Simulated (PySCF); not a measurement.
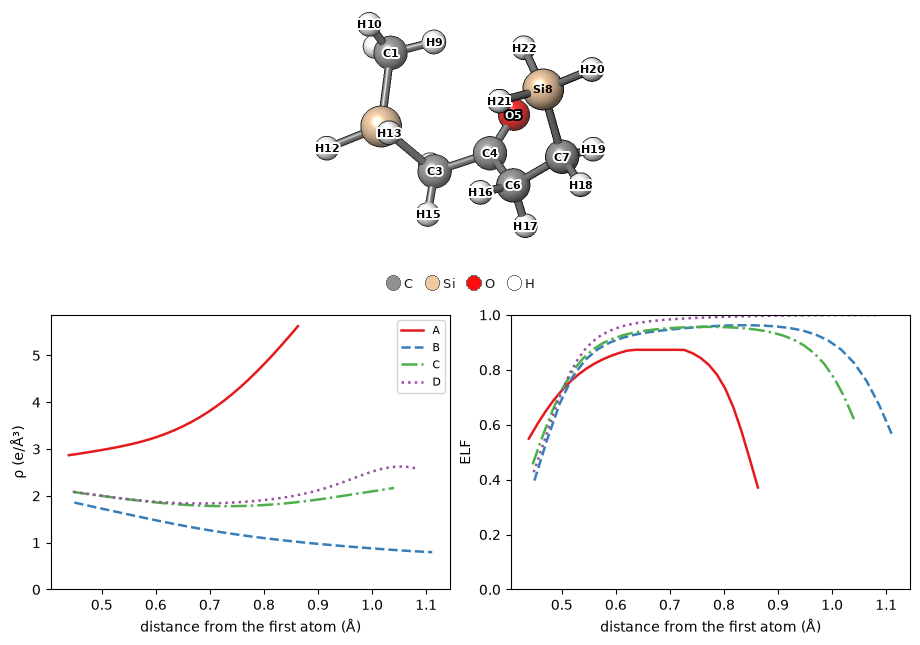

Figure. C$_{5}$H$_{14}$OSi$_{2}$. Electron density and ELF along straight lines between neighbouring atoms. The curves leave out the atomic cores. The structure is drawn too.

Geometry: GFN2-xTB.

Computed with PySCF 2.14.0, PBE0/pcSseg-1, SCF density, gas phase, non-relativistic.

Input

```
{"job": {"kind": "nmr", "xc": "PBE0", "basis": "pcSseg-1"}, "charge": 0, "multiplicity": 1}
C      2.333335     1.170597     1.147806
Si     1.958515     0.862742    -0.680380
C      1.423576    -0.972261    -0.894749
C      0.158634    -1.165576    -0.137927
O      0.134697    -1.400798     1.049655
C     -1.102826    -0.994691    -0.956858
C     -2.348254    -0.845197    -0.091522
Si    -2.356596     0.755118     0.936284
H      1.561984     0.728900     1.773621
H      2.384511     2.231258     1.374994
H      3.281813     0.725043     1.437227
H      3.142770     1.058409    -1.527725
H      0.871232     1.724237    -1.165070
H      2.205742    -1.604558    -0.478079
H      1.294683    -1.205444    -1.948639
H     -0.976252    -0.132786    -1.616448
H     -1.186580    -1.880726    -1.597218
H     -3.229827    -0.876286    -0.735163
H     -2.412170    -1.705740     0.575472
H     -3.661006     0.854021     1.597999
H     -2.198350     1.883835     0.006780
H     -1.290042     0.809288     1.929091
```

Command:

```sh
OMP_NUM_THREADS=1 python probes_run.py task.json out
```

Which curve belongs to which contact (C–C, C–H, C–O and C–Si)? The first atom named is at distance zero.

Answer. Curve A: C–O (1.21 Å): the density is about 3.3 e/Å³ at the midpoint; the ELF peaks at about 0.85 between the atoms; a multiple bond. Curve B: C–Si (1.89 Å): the density is about 0.93 e/Å³ at the midpoint; the ELF peaks at about 0.95 between the atoms (a shared electron pair). Curve C: C–C (1.49 Å): ρ at the midpoint is about 1.8 e/Å³; the ELF peaks at about 0.95 between the atoms: localised, covalent bonding. Curve D: C–H (1.09 Å): ρ is about 1.9 e/Å³ halfway; the ELF climbs to about 1 towards the hydrogen, as it does in any bond to H: a covalent bond by its length.
